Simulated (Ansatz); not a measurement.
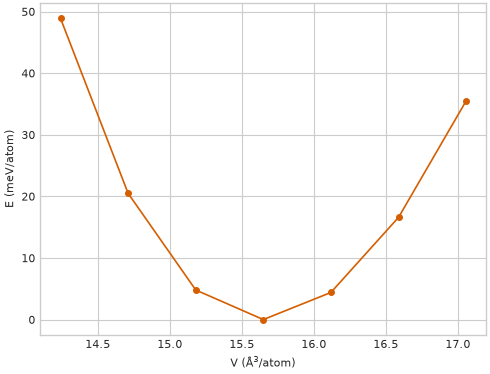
Figure: Al2Cu (fluorite or antifluorite type, Fm-3m) under volume change, PBEsol in the plane-wave PAW code Ansatz, shape and atoms relaxed at each volume.

What does a third-order Birch–Murnaghan fit give for V₀, B₀ and B′?

V₀ = 15.65 Å³/atom, B₀ = 104 GPa, B′ = 4.4.

The workflow started from a Materials Project entry (that database holds measured and hypothetical structures alike); the Crystallography Open Database copy checked does not list it. It is not the phase usual at ambient conditions (space group No. 140). The cell was relaxed with PBEsol under the symmetry of its start; of distortions, only those at the zone centre were tested. The run is not spin-polarised.

Potentials: the later of the program's two PAW sets.
